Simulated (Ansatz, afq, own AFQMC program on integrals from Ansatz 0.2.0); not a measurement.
**BSiH3 (triplet): AFQMC on the coupled-cluster ladder at distance Si1–B2 = 4.195 Å, cc-pVDZ, part 1 of 2**

How near does AFQMC come to the top of the ladder for BSiH3 (triplet)?

Computed with Ansatz 0.2.0, Gaussian basis, and an in-house AFQMC program (afq) on its integrals; all values are calculated. Level: cc-pVDZ, frozen cores.

The runs, in order: PBE (unrestricted); r2SCAN (unrestricted); PBE0 (unrestricted); B3LYP (unrestricted); wB97M-V (unrestricted); B2PLYP (unrestricted); CCSD(T) on ROHF; CCSDT(Q) on ROHF; Phaseless AFQMC, CISD trial on ROHF; CCSD(T) on UHF; CCSDT(Q) on UHF; Phaseless AFQMC, CISD trial on UHF.

4 further runs of the same task are left out: 4 that didn't finish.

## 1. The geometry

The geometry derives from a PBE0/def2-TZVP stationary point (not a proven minimum). One bond is set to the value named and the two fragments are kept rigid.

5 atoms, charge 0, spin multiplicity 3.

Atoms are counted from 1 here; the program's logs count them from 0.

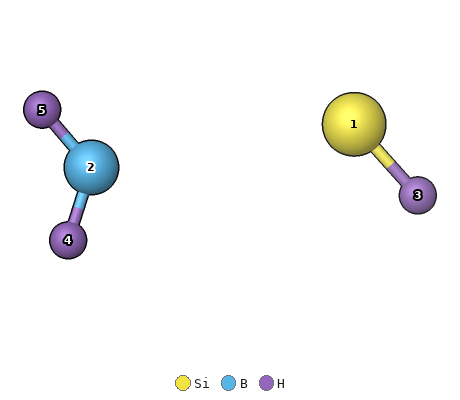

The structure; silicon yellow, boron blue, hydrogen purple; atoms are numbered from 1 in the order of the file.

Coordinates:

```
atom   x (Å)    y (Å)    z (Å)
 Si1  0.0000  -0.1487   1.2839
  B2  0.0000   0.2323  -2.8937
  H3  0.0000   1.0323   2.2058
  H4  0.0000   1.3439  -3.3391
  H5  0.0000  -0.7248  -3.6043
```

## 2. PBE (unrestricted)

in.yaml reads:

```yaml
crystal:
  periodic: [false, false, false]
  atoms:
    - {symbol: Si, position_ang: [0.000000, -0.148669, 1.283919]}
    - {symbol: B, position_ang: [0.000000, 0.232261, -2.893750]}
    - {symbol: H, position_ang: [0.000000, 1.032262, 2.205788]}
    - {symbol: H, position_ang: [0.000000, 1.343898, -3.339101]}
    - {symbol: H, position_ang: [0.000000, -0.724810, -3.604255]}
basis:
  gaussian: {orbitals: cc-pVDZ}
magnetization: {spin_polarized: true, initial_magnetization: 2}
hamiltonian: {xc: {name: PBE}}
output: {orbitals: {seedname: orbitals}}
```

Started as:

```bash
ansatz run in.yaml --threads 1 --pin off --events-out ev --progress --plain --max-ram 1382MiB
```

Log:

```text
Functional definition: PBE
  name "PBE"
  cite "Perdew, Burke & Ernzerhof, Phys. Rev. Lett. 77, 3865 (1996) doi:10.1103/PhysRevLett.77.3865"
  parent pbe
  parameter kappa = 0.804
  parameter beta = 0.06672455060314922
  exchange = pbe_x(kappa = kappa, mu = beta*pi^2/3)
  correlation = pbe_c(beta = beta)
566 factors; their error is unknown
mean field evaluation 1: about -8581.9991 eV, gradient 2.1e1 eV
mean field evaluation 2: about -8446.2936 eV, gradient 6.1e1 eV
mean field evaluation 4: about -8590.1547 eV, gradient 5.8e0 eV
mean field evaluation 8: about -8590.7890 eV, gradient 1.6e-1 eV
mean field evaluation 16: about -8590.7686 eV, gradient 6.2e-4 eV
mean field evaluation 32: about -8585.6231 eV, gradient 1.2e1 eV
mean field evaluation 64: about -8586.9845 eV, gradient 5.6e0 eV
mean field -8590.76858080 eV, -315.7049223125 hartree, gradient 2.3e-6 eV, S^2 2.008106; 9 other end points of the search recorded, 0 dependent functions left out
reference -8590.76861922 eV, -315.7049237244 hartree; 12, 10 occupied and 35, 37 virtual orbitals, 566 factors
Total energy: -8590.76861922 eV, -315.7049237244 hartree
```

It took 6.5 s on 1 thread of Arm Neoverse N1, shared host.

From the report: ⟨S²⟩ of the determinant 2.008 (pure triplet: 2.00).

## 3. r2SCAN (unrestricted)

in.yaml: that of step 2 with these lines changed.

```diff
@@ -11,3 +11,2 @@
 magnetization: {spin_polarized: true, initial_magnetization: 2}
-hamiltonian: {xc: {name: PBE}}
-output: {orbitals: {seedname: orbitals}}
+hamiltonian: {xc: {name: r2SCAN}}
```

Launched as before.

Log, cut to the lines that bear on the results:

```text
Functional definition: r2SCAN
  name "r2SCAN"
  cite "Furness, Kaplan, Ning, Perdew & Sun, J. Phys. Chem. Lett. 11, 8208 (2020) doi:10.1021/acs.jpclett.0c02405"
  cite "Furness, Kaplan, Ning, Perdew & Sun, J. Phys. Chem. Lett. 11, 9248 (2020) doi:10.1021/acs.jpclett.0c03077"
  parent r2scan
[...]
566 factors; their error is unknown
[...]
mean field -8594.97167044 eV, -315.8593830077 hartree, gradient 3.8e-6 eV, S^2 2.023344; 7 other end points of the search recorded, 0 dependent functions left out
reference -8594.97168313 eV, -315.8593834741 hartree; 12, 10 occupied and 35, 37 virtual orbitals, 566 factors
Total energy: -8594.97168313 eV, -315.8593834741 hartree
```

Wall time 14 s (1 thread of Arm Neoverse N1, shared host).

From the report: ⟨S²⟩ of the determinant 2.023 (pure triplet: 2.00).

## 4. PBE0 (unrestricted)

in.yaml: that of step 3 with these lines changed.

```diff
@@ -11,2 +11,3 @@
 magnetization: {spin_polarized: true, initial_magnetization: 2}
-hamiltonian: {xc: {name: r2SCAN}}
+hamiltonian: {xc: {name: PBE0}}
+output: {orbitals: {seedname: orbitals}}
```

The command is unchanged.

Log, cut to the lines that bear on the results:

```text
Functional definition: PBE0
  name "PBE0"
  cite "Adamo & Barone, J. Chem. Phys. 110, 6158 (1999) doi:10.1063/1.478522"
  cite "Perdew, Burke & Ernzerhof, Phys. Rev. Lett. 77, 3865 (1996) doi:10.1103/PhysRevLett.77.3865"
  parent pbe
[...]
450 factors; integrals over basis functions are off by at most 1.2e-3 eV
[...]
mean field -8591.88171413 eV, -315.7458292076 hartree, gradient 7.6e-6 eV, S^2 2.010276; 4 other end points of the search recorded, 0 dependent functions left out
reference -8591.88174301 eV, -315.7458302688 hartree; 12, 10 occupied and 35, 37 virtual orbitals, 450 factors
Total energy: -8591.88174301 eV, -315.7458302688 hartree
```

Wall time 4.1 s (1 thread of Arm Neoverse N1, shared host).

From the report: ⟨S²⟩ of the determinant 2.010 (pure triplet: 2.00).

## 5. B3LYP (unrestricted)

in.yaml: that of step 4 with these lines changed.

```diff
@@ -11,3 +11,2 @@
 magnetization: {spin_polarized: true, initial_magnetization: 2}
-hamiltonian: {xc: {name: PBE0}}
-output: {orbitals: {seedname: orbitals}}
+hamiltonian: {xc: {name: B3LYP}}
```

Same command.

Log, cut to the lines that bear on the results:

```text
Functional definition: B3LYP
  name "B3LYP"
  cite "Stephens, Devlin, Chabalowski & Frisch, J. Phys. Chem. 98, 11623 (1994) doi:10.1021/j100096a001"
  cite "Becke, Phys. Rev. A 38, 3098 (1988) doi:10.1103/PhysRevA.38.3098"
  cite "Lee, Yang & Parr, Phys. Rev. B 37, 785 (1988) doi:10.1103/PhysRevB.37.785"
  cite "Vosko, Wilk & Nusair, Can. J. Phys. 58, 1200 (1980) doi:10.1139/p80-159"
[...]
450 factors; integrals over basis functions are off by at most 1.2e-3 eV
[...]
mean field -8597.21522692 eV, -315.9418321874 hartree, gradient 1.7e-6 eV, S^2 2.007129; 7 other end points of the search recorded, 0 dependent functions left out
reference -8597.21548021 eV, -315.9418414959 hartree; 12, 10 occupied and 35, 37 virtual orbitals, 450 factors
Total energy: -8597.21548021 eV, -315.9418414959 hartree
```

Wall time 6.5 s (1 thread of Arm Neoverse N1, shared host).

From the report: ⟨S²⟩ of the determinant 2.007 (pure triplet: 2.00).

## 6. wB97M-V (unrestricted)

in.yaml: that of step 5 with these lines changed.

```diff
@@ -11,2 +11,3 @@
 magnetization: {spin_polarized: true, initial_magnetization: 2}
-hamiltonian: {xc: {name: B3LYP}}
+hamiltonian: {xc: {name: wB97M-V}}
+output: {orbitals: {seedname: orbitals}}
```

The command is unchanged.

Log, cut to the lines that bear on the results:

```text
Functional definition: wB97M-V
  name "wB97M-V"
  cite "Mardirossian & Head-Gordon, J. Chem. Phys. 144, 214110 (2016) doi:10.1063/1.4952647"
  cite "Becke, J. Chem. Phys. 107, 8554 (1997) doi:10.1063/1.475007"
  cite "Vydrov & Van Voorhis, J. Chem. Phys. 133, 244103 (2010) doi:10.1063/1.3521275"
  # Of w^i u^j: cxij and so on, Table III.
[...]
  gx(w, u) = 1 - cx + cx01*u + cx10*w
  gss(w, u) = css00 + css04*u^4 + css10*w + css20*w^2 + css43*w^4*u^3
  gos(w, u) = cos00 + cos10*w + (cos20 + cos21*u)*w^2 + (cos60 + cos61*u)*w^6
[...]
      + integral(e_c_pw_mod_opposite_spin*gos(b97_w_opposite, b97_u_opposite)) + vv10(b, c)
450 factors; integrals over basis functions are off by at most 1.2e-3 eV
169 factors; integrals over basis functions are off by at most 1.2e-5 eV
[...]
mean field -8594.96296579 eV, -315.8590631178 hartree, gradient 4.5e-6 eV, S^2 2.003230; 3 other end points of the search recorded, 0 dependent functions left out
reference -8594.96300777 eV, -315.8590646602 hartree; 12, 10 occupied and 35, 37 virtual orbitals, 450 factors
Total energy: -8594.96300777 eV, -315.8590646602 hartree
```

Wall time 19 s (1 thread of Arm Neoverse N1, shared host).

From the report: ⟨S²⟩ of the determinant 2.003 (pure triplet: 2.00).

## 7. B2PLYP (unrestricted)

in.yaml: that of step 6 with these lines changed.

```diff
@@ -11,3 +11,3 @@
 magnetization: {spin_polarized: true, initial_magnetization: 2}
-hamiltonian: {xc: {name: wB97M-V}}
-output: {orbitals: {seedname: orbitals}}
+hamiltonian: {xc: {name: B2PLYP}}
+correlation: {electrons: outside_noble_gas}
```

Launched as before.

Log, cut to the lines that bear on the results:

```text
Functional definition: B2PLYP
  name "B2PLYP"
  cite "Grimme, J. Chem. Phys. 124, 034108 (2006) doi:10.1063/1.2148954"
  cite "Becke, Phys. Rev. A 38, 3098 (1988) doi:10.1103/PhysRevA.38.3098"
  cite "Lee, Yang & Parr, Phys. Rev. B 37, 785 (1988) doi:10.1103/PhysRevB.37.785"
[...]
450 factors; integrals over basis functions are off by at most 1.2e-3 eV
[...]
mean field -8590.78739774 eV, -315.7056138222 hartree, gradient 5.4e-6 eV, S^2 2.012130; 6 other end points of the search recorded, 0 dependent functions left out
6 core orbitals not correlated: weight in the atoms' cores, before any rotation towards them, 1.000 or more for the frozen orbitals, at most 0.000 for the correlated occupied ones
reference -8590.78755945 eV, -315.7056197648 hartree; 6, 4 occupied and 35, 37 virtual orbitals, 450 factors
second order -4.51876670 eV of doubles, -0.00000000 eV of singles
Total energy: -8592.00762646 eV, -315.7504564004 hartree
```

Wall time 5.5 s (1 thread of Arm Neoverse N1, shared host).

From the report: ⟨S²⟩ of the determinant 2.012 (pure triplet: 2.00).

## 8. CCSD(T) on ROHF

in.yaml: that of step 7 with these lines changed.

```diff
@@ -10,4 +10,3 @@
   gaussian: {orbitals: cc-pVDZ}
-magnetization: {spin_polarized: true, initial_magnetization: 2}
-hamiltonian: {xc: {name: B2PLYP}}
-correlation: {electrons: outside_noble_gas}
+magnetization: {spin_polarized: false, initial_magnetization: 2}
+correlation: {method: ccsd_t, electrons: outside_noble_gas, hamiltonian_folder: ham}
```

Same command.

Log, cut to the lines that bear on the results:

```text
Functional definition: HF
  name "HF"
  cite "Fock, Z. Phys. 61, 126 (1930) doi:10.1007/BF01340294"
  parent pbe
[...]
450 factors; integrals over basis functions are off by at most 1.2e-3 eV
[...]
mean field -8576.39113253 eV, -315.1765608339 hartree, gradient 1.1e-6 eV, S^2 2.000000; 10 other end points of the search recorded, 0 dependent functions left out
[...]
determinant -8576.39113253 eV, -315.1765608339 hartree, with singles and doubles -8581.31815850 eV, -315.3576256983 hartree
determinant -8576.29403172 eV, -315.1729924448 hartree, with singles and doubles -8581.22924618 eV, -315.3543582310 hartree
determinant -8574.76058143 eV, -315.1166391860 hartree, with singles and doubles -8579.91194644 eV, -315.3059483585 hartree
determinant -8574.65699652 eV, -315.1128325110 hartree, with singles and doubles -8579.81508768 eV, -315.3023888648 hartree
determinant -8576.39113253 eV, -315.1765608339 hartree, with singles and doubles -8581.31830439 eV, -315.3576310599 hartree
determinant -8576.29403172 eV, -315.1729924448 hartree, with singles and doubles -8581.22939000 eV, -315.3543635165 hartree
6 core orbitals not correlated: weight in the atoms' cores, before any rotation towards them, 1.000 or more for the frozen orbitals, at most 0.000 for the correlated occupied ones
reference -8576.39113253 eV, -315.1765608339 hartree; 6, 4 occupied and 35, 37 virtual orbitals, 450 factors
second order -3.65354669 eV of doubles, -0.08433468 eV of singles
cycle   1  -4.92717973 eV  change   -7.9e-6 eV  update   4.3e-6
cycle   2  -4.92718380 eV  change   -4.1e-6 eV  update   3.0e-6
perturbative correction -0.08256502 eV, -0.0030342083 hartree
Total energy: -8581.40088135 eV, -315.3606657070 hartree
```

Wall time 9.5 s (1 thread of Arm Neoverse N1, shared host).

From the report: correlation -5.0097 eV; T1 0.018; largest double amplitude 0.07.

This run also writes the integrals to the folder ham.

## 9. CCSDT(Q) on ROHF

in.yaml: that of step 8 with these lines changed.

```diff
@@ -11,2 +11,2 @@
 magnetization: {spin_polarized: false, initial_magnetization: 2}
-correlation: {method: ccsd_t, electrons: outside_noble_gas, hamiltonian_folder: ham}
+correlation: {method: ccsdt_q, electrons: outside_noble_gas}
```

Launched as before.

Log, cut to the lines that bear on the results:

```text
Functional definition: HF
  name "HF"
  cite "Fock, Z. Phys. 61, 126 (1930) doi:10.1007/BF01340294"
  parent pbe
[...]
857 factors; integrals over basis functions are off by at most 1.6e-7 eV
[...]
mean field -8576.39118153 eV, -315.1765626344 hartree, gradient 2.8e-6 eV, S^2 2.000000; 10 other end points of the search recorded, 0 dependent functions left out
[...]
determinant -8576.39118153 eV, -315.1765626344 hartree, with singles and doubles -8581.31820899 eV, -315.3576275541 hartree
determinant -8576.29406721 eV, -315.1729937492 hartree, with singles and doubles -8581.22928330 eV, -315.3543595951 hartree
determinant -8574.76063534 eV, -315.1166411673 hartree, with singles and doubles -8579.91200291 eV, -315.3059504337 hartree
determinant -8574.65704963 eV, -315.1128344626 hartree, with singles and doubles -8579.81514084 eV, -315.3023908181 hartree
determinant -8576.39118153 eV, -315.1765626344 hartree, with singles and doubles -8581.31835493 eV, -315.3576329173 hartree
determinant -8576.29406721 eV, -315.1729937492 hartree, with singles and doubles -8581.22942684 eV, -315.3543648702 hartree
6 core orbitals not correlated: weight in the atoms' cores, before any rotation towards them, 1.000 or more for the frozen orbitals, at most 0.000 for the correlated occupied ones
reference -8576.39118153 eV, -315.1765626344 hartree; 6, 4 occupied and 35, 37 virtual orbitals, 857 factors
second order -3.65357849 eV of doubles, -0.08433390 eV of singles
cycle   1  -4.57981507 eV  change   -8.4e-1 eV  update   7.6e-2
[...]
cycle  30  -5.03587479 eV  change   -2.5e-8 eV  update   1.1e-6
perturbative correction -0.00200427 eV, -0.0000736555 hartree
Total energy: -8581.42906058 eV, -315.3617012749 hartree
```

Run time: 69 s. Hardware: 1 thread of Arm Neoverse N1, shared host; peak memory 0.41 GiB.

From the report: correlation -5.0379 eV; T1 0.018; largest double amplitude 0.07.

(Continued in part 2 of 2.)
